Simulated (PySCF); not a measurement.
```xyz
20

B     1.8040    1.5784   -0.4953
Si    2.5114   -0.1970   -0.0648
Si    0.8981   -1.8752   -0.1083
N    -0.6243   -1.2120    0.4744
B    -1.3291   -0.0873    0.0467
C    -0.7611    0.7528   -1.1765
C    -2.6647    0.3741    0.7727
H     2.0186    2.0731   -1.5403
H     1.4891    2.3136    0.3679
H     3.1723   -0.2772    1.2588
H     3.5903   -0.6779   -0.9579
H     0.6031   -2.4359   -1.4403
H     1.0780   -3.0388    0.7736
H    -1.0271   -1.7181    1.2487
H    -1.4144    1.5588   -1.5040
H    -0.5333    0.1285   -2.0387
H     0.1948    1.2248   -0.8785
H    -2.5361    1.3595    1.2198
H    -2.9868   -0.3020    1.5627
H    -3.4880    0.4682    0.0664
```

Geometry: GFN2-xTB.

Computed with PySCF 2.14.0, PBE0/pcSseg-1, SCF density, gas phase, non-relativistic.

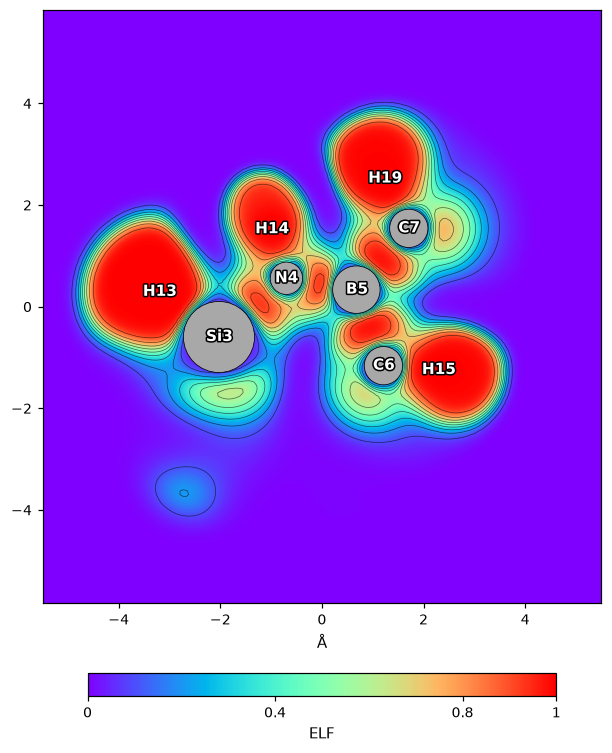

C₂H₁₃B₂NSi₂. Electron localisation function on the plane of atoms Si3, N4 and B5. Grey discs cover the atomic cores.

> Interpret the plot.

Atoms in the plane: Si, N, B, C and H.
B–N (1.39 Å): the ELF peaks at about 0.90 between the atoms; a short, strongly polar bond.
C–B (1.59 Å): the ELF peaks at about 1 between the atoms, as expected for localised, covalent bonding.
Si–N (1.76 Å): the ELF peaks at about 0.95 between the atoms: a polar covalent bond.
N–H (1.01 Å): the ELF climbs to about 1 towards the hydrogen, as it does in any bond to H (an ordinary covalent bond to hydrogen).
C–H (1.09 Å): the ELF climbs to about 1 towards the hydrogen (an ordinary covalent bond to hydrogen).
